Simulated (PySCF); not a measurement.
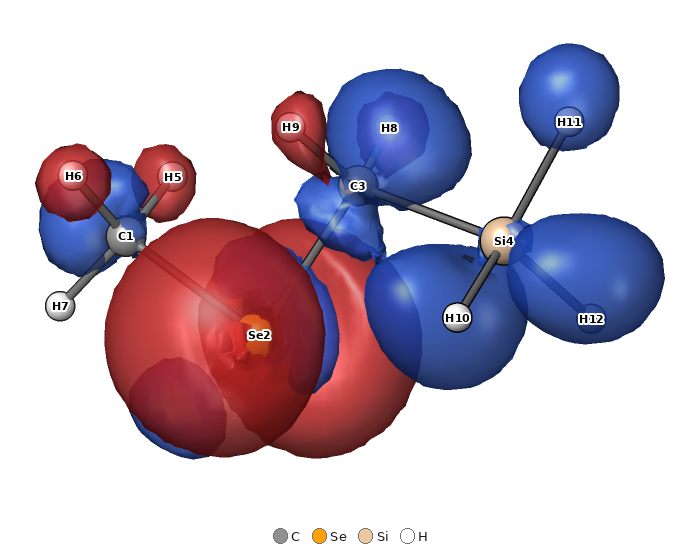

C2H8SeSi, SMILES `C[Se]C[SiH3]`. Unrelaxed difference density of S₃ less the ground state (full linear response singlet states), ±0.015 e/Å³; blue: gain, red: loss.

PySCF calculation, B3LYP/def2-SVP, gas phase; geometry: GFN2-xTB. No frequency check shows the geometry to be a minimum. GFN2-xTB bond lengths at metals and heavier atoms can be off by up to 0.1 Å and shapes distorted, which carries into these values. Without diffuse functions Rydberg states are missing, so the states' numbers hold for this basis only.

Geometry (Å), atoms numbered from 1:

```
C1      -2.2578    0.7945   -0.0003
Se2     -0.7625   -0.4647    0.0001
C3       0.6789    0.8635    0.0003
Si4      2.3916    0.0234   -0.0002
H5      -2.2068    1.4114   -0.8947
H6      -2.2061    1.4131    0.8936
H7      -3.1765    0.2145    0.0007
H8       0.5399    1.4844   -0.8869
H9       0.5406    1.4861    0.8835
H10      2.5228   -0.7948    1.2039
H11      3.3788    1.1066    0.0021
H12      2.5219   -0.7971   -1.2045
```

### How does the charge move on excitation?

0.82 e is displaced in all, of which about 0.7 e passes between atoms: Se2 (0.65 e) loses electrons and Si4 (0.19 e) and C3 (0.10 e) gain them. The state: 5.89 eV (210 nm), f = 0.000 (dark), partly diffuse acceptor orbital, which a basis without diffuse functions describes poorly; the leading pair carries 100 %; hole on Se2 (83 %), electron on Si4 (20 %), Se2 (17 %) and C3 (14 %) (atom shares of so diffuse an orbital are rough); their centroids lie 1.3 Å apart.

Cost of the run: 9.7 min on 1 thread of Intel(R) Xeon(R) Processor @ 2.50GHz (Skylake/Cascade Lake) (shared host), peak memory 0.74 GiB.
